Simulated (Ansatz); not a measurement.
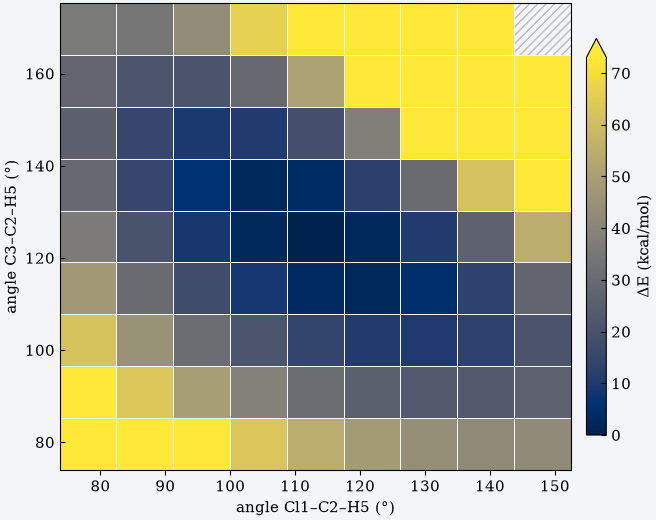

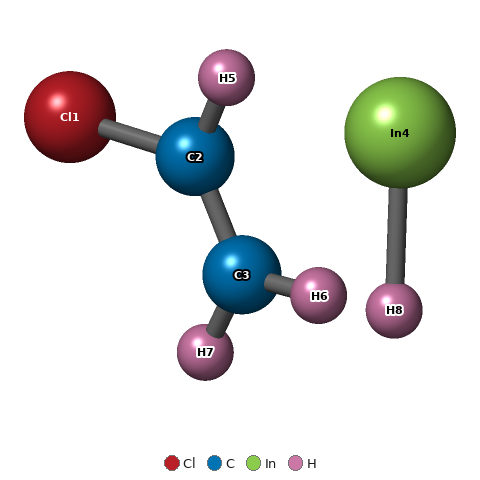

Energy landscape of C2H4ClIn. First axis: angle Cl1–C2–H5. Second axis: angle C3–C2–H5. Nothing is relaxed (all other coordinates rigid). Grid: 9 × 9 points. At 1 point there is no value (left out of the scan, as a rule where atoms come close). Energies: kcal/mol, counted from the relaxed molecule at the same level. Energies and slopes of some neighbouring points disagree (a jump in structure or state, or too coarse a mesh). The calculation used Ansatz 0.2.0, RKS PBE-D4/def2-TZVP.

The picture shows one coloured cell a grid point, one colour for all values above the top of the scale, hatched blanks where no value was computed. The second picture is the structure at the lowest point.

Q: Summarise what can be read from the map.

A: The lowest grid point is at angle Cl1–C2–H5 = 113.1°, angle C3–C2–H5 = 124.6°, 0 kcal/mol from the relaxed molecule at the same level. The highest grid point, angle Cl1–C2–H5 = 139.3°, angle C3–C2–H5 = 169.6°, lies 489 kcal/mol above the lowest.

Time for the 80 points that were run: 9.4 min on 1 thread of Arm Neoverse V2 (shared host).
